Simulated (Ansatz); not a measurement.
# Fitting and testing ρ(T) of Tm (P6_3/mmc)

Aim: condense the phonon-limited resistivity of Tm (P6_3/mmc) into a transport Debye temperature and an amplitude, and test the fit on a temperature held back.

The resistivities were computed with Ansatz 0.2.0 (DFT PBE, scalar-relativistic, plane waves, norm-conserving pseudopotentials, 4f of the trivalent lanthanide in the core) from the linearised Boltzmann equation with harmonic phonons, on q 3×3×3, k 12×12×6, scattering 18×18×12; the fit below is done by hand on them.

Experimental background.

For Tm (bulk crystal), “CRC Handbook of Chemistry and Physics, 84th edition, Electrical Resistivity of Pure Metals” (2003, CRC Press, section 12, read from Wikipedia's data page) quotes earlier work: resistivity at 295 K 67.6 μΩ cm.

## 1. Computed resistivities

Symmetry: P6_3/mmc, No. 194, hexagonal system. Conventional cell: a = 3.547 Å, b = 3.547 Å, c = 5.501 Å, α = 90.00°, β = 90.00°, γ = 120.00°. Tm on site c is surrounded by 12 Tm at 3.43 to 3.55 Å.

This is the relaxed cell of the run, from steps not shown here.

The mean resistivity of the three axes from 50 to 800 K, with one row held back; the colder rows stay outside the fit and test it at the end:

```
T (K)  ρ (μΩ cm)
   50      5.391
   80      11.30
  100      15.03
  150      23.91
  200      32.54
  273      45.02
  300      49.64
  400          ?
  500      84.17
  600      101.7
  800      137.2
```

## 2. The fit

Bloch and Grüneisen's form is ρ(T) = A (T/Θ)⁵ J₅(Θ/T), with J₅(z) the integral of x⁵/((eˣ − 1)(1 − e⁻ˣ)) from 0 to z. It goes as T⁵ far below Θ and as A T/(4Θ) far above. For a trial Θ the best A is the geometric mean of ρ/[(T/Θ)⁵ J₅] over the rows, and the scatter of that ratio measures the fit:

```
Θ (K)  A (μΩ cm)  scatter (%)
   88      56.28          8.4
  118      77.35          4.7
  134      89.24          2.4
  148      100.1          0.7
  162      111.3          2.6
  184      130.1          6.6
  222      165.7         14.3
```

The scatter is least at Θ = 148 K, with A = 100.1 μΩ cm (0.7 % r.m.s.).

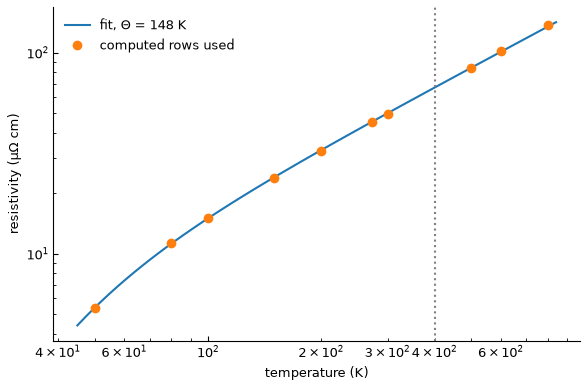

The fit through the rows used; the dotted line marks the temperature held back.

## 3. Prediction and check

At T = 400 K, Θ/T = 0.370, J₅ = 0.004650 and (T/Θ)⁵ = 144.2, so the fit gives 67.10 μΩ cm. The computed value is 66.8 μΩ cm: the fit is off by +0.45 %. Outside its range, at 20 K, it gives 0.424 against 0.379 μΩ cm computed, 1.12 times that; at that temperature the run's own test moves by 8 % between meshes in the component that moves most. Among the rows used, the largest miss is -1.6 %, at 800 K.

## 4. What the two numbers mean

Θ = 148 K is 1.46 times ħω_log/k_B (101 K) and 0.86 of the highest phonon frequency (172 K). The high-temperature slope of the fit, A/(4Θ), is 0.169 μΩ cm/K. The same slope from the run's transport coupling and plasma energy, 2π k_B λ_tr/(ħ ε₀ ω_p²) with λ_tr = 0.657, 0.657, 0.641 (xx, yy, zz) and ħω_p = 3.52, 3.52, 5.30 (xx, yy, zz) eV, is 0.173 μΩ cm/K in the mean of the axes, +2.3 % from it. For comparison, the computed rows rise by 0.178 μΩ cm/K between the two hottest.

## 5. Outcome

- Θ: 148 K
- A: 100.1 μΩ cm
- scatter of the fit: 0.7 %
- held-back row at 400 K, fit against computed: 67.10 against 66.8 μΩ cm

Two numbers, Θ = 148 K and A = 100 μΩ cm, hold the computed ρ(T) from 50 to 800 K within 0.75 % r.m.s. and predict the held-back row within 0.45 %. By the run's own test the resistivity at 300 K moves by 10 % between its two finest scattering meshes, in the component that moves most. The mean hides an anisotropy: at 300 K the components are 61.1, 61.1, 26.8 (xx, yy, zz) μΩ cm. The 4f electrons are frozen in the core, and scattering by their moments is left out. Spin–orbit coupling is left out. The fit describes the calculation: impurities, thermal expansion, changes of phase and anharmonicity are in neither.

Comparison with the measured values:

```
                                                                                                                                                   quantity  measured  q 3×3×3, fine 18×18×12
resistivity at 295 K (computed: phonon part alone; the measured value holds the sample's residual resistivity and scattering by disordered moments) (μΩ cm)      67.6         48.78 (-27.8 %)
```

Measured values from CRC Press, section 12, read from Wikipedia's data page (2003).

**Verdict.** The resistivity at 295 K is off by -27.8 %. The magnetic state of these runs (no moments) need not be that of the sample, so the match is not graded.

[Logs are printed without paths, hosts, clocks, repeated set-up lines and the standing remarks that a program may print on its own settings, such as how far it seeks lower states.]

[Hosts, paths, dates, database ids (printed as entryN), source tags and the programs' standing remarks are cut or masked in the printed files.]
